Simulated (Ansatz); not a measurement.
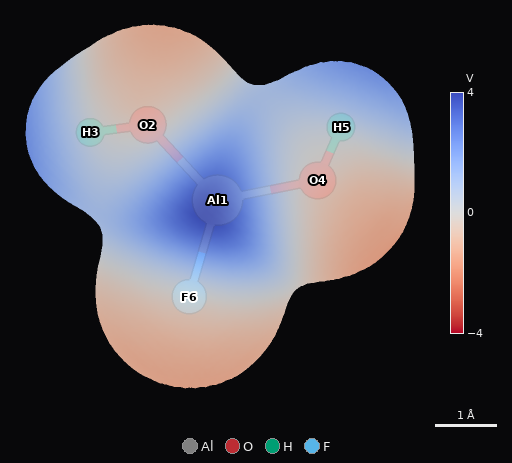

Figure 1: AlFH₂O₂. The electrostatic potential painted on the density surface at 0.002 e/bohr³, seen across its widest extent; red is negative and blue positive.

Computed with RKS B3LYP-D4/def2-SVP in Ansatz.

```xyz
6

Al   -0.0998   -0.1398   -0.0798
O    -0.0028   -0.2224    1.6075
H    -0.7379   -0.0920    2.2129
O     1.2542   -0.3857   -1.0580
H     2.1372   -0.5817   -0.7339
F    -1.5411    0.1884   -0.8315
```

Question: Describe the electrostatic potential map.

Answer: The most negative region (about −1.6 V) lies over O4, the most positive (about +3.8 V) over Al1. O4 is the likeliest acceptor of a hydrogen bond.
